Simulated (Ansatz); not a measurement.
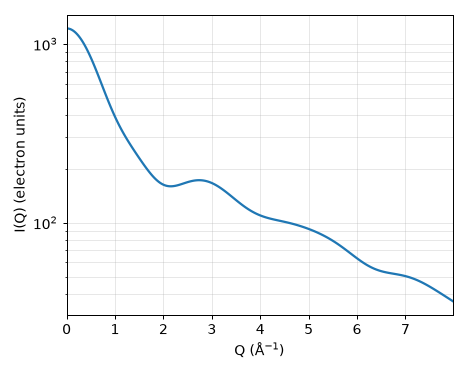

Elastic X-ray scattering of a randomly oriented, rigid molecule, calculated with the Debye equation from neutral-atom form factors (independent atoms, no Compton part, no vibration). The geometry is the end point of an optimisation (Ansatz 0.2.0, RKS PBE0-D4/def2-TZVP); it may be a saddle point or a higher isomer. It contains C, Mg, Al, H.

### How many electrons does the independent-atom model of the molecule hold?

I(0) is the square of the electron number: I(0) = 1220, so about 35 electrons, the count of CH4AlMg counted as neutral atoms.

### What radius of gyration does the initial fall-off give?

From I(Q) ≈ I(0) exp(−Q²R²/3) at small Q, R ≈ 2.20 Å. It is larger than the electron-weighted radius of the nuclear positions alone (2.04 Å), because each atom's electron cloud adds to it.
